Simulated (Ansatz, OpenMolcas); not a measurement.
**C2H4GaN (SMILES N=C=[CH][GaH2]): methods side by side**

C2H4GaN has 8 atoms, charge 0, and is taken as a singlet. SMILES: `N=C=[CH][GaH2]`. Geometry: relaxed at PBE0-D4/def2-TZVP.

```csv
atom,x (Å),y (Å),z (Å)
N,0.3369,2.0617,-0.8546
C,0.3656,1.1149,-0.0960
C,0.4723,0.0257,0.6228
Ga,-0.3813,-1.5936,0.0072
H,-0.4114,2.7406,-0.7702
H,1.0405,0.0739,1.5452
H,-0.2319,-2.8864,0.8763
H,-1.1906,-1.5368,-1.3307
```

Quantity: the vertical energy of the triplet above the singlet, in eV. The values are calculated.

| level | kind | program | value (eV) | CPU time (all runs) |
| --- | --- | --- | --- | --- |
| PBE/def2-SVP | GGA | Ansatz | 3.80 | 25 s |
| r2SCAN/def2-SVP | meta-GGA | Ansatz | 3.75 | 54 s |
| B3LYP/def2-SVP | global hybrid | OpenMolcas | 3.91 | 2.4 min |
| BHLYP/def2-SVP | global hybrid | Ansatz | 4.02 | 28 s |
| wB97X/def2-SVP | range-separated hybrid | Ansatz | 4.22 | 1.8 min |
| B2PLYP/def2-SVP | double hybrid | Ansatz | 4.08 | 35 s |
| RPA@PBE0/def2-SVP | RPA | Ansatz | 4.07 | 60 s |
| MP2/def2-SVP | perturbation theory | Ansatz | 4.40 | 19 s |
| CCSD/def2-SVP | coupled cluster or CI | Ansatz | 4.19 | 2.7 min |

All-electron rows without a relativistic Hamiltonian named are non-relativistic. The values span 3.75 to 4.40 eV. In the correlated wave-function rows the outer d shell of Ga is correlated, in sets not made for it. CPU times are rough (shared hosts, several kinds of processor and program).

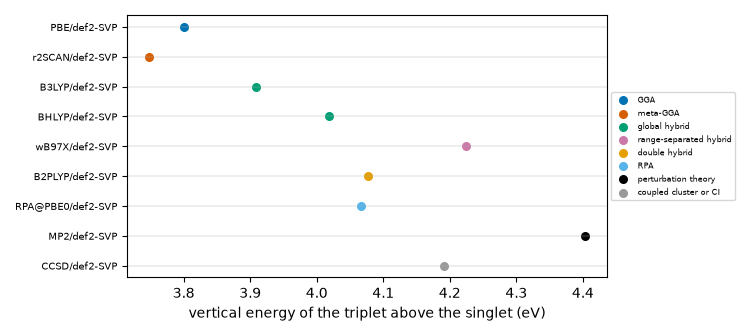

The values of the table, level by level.
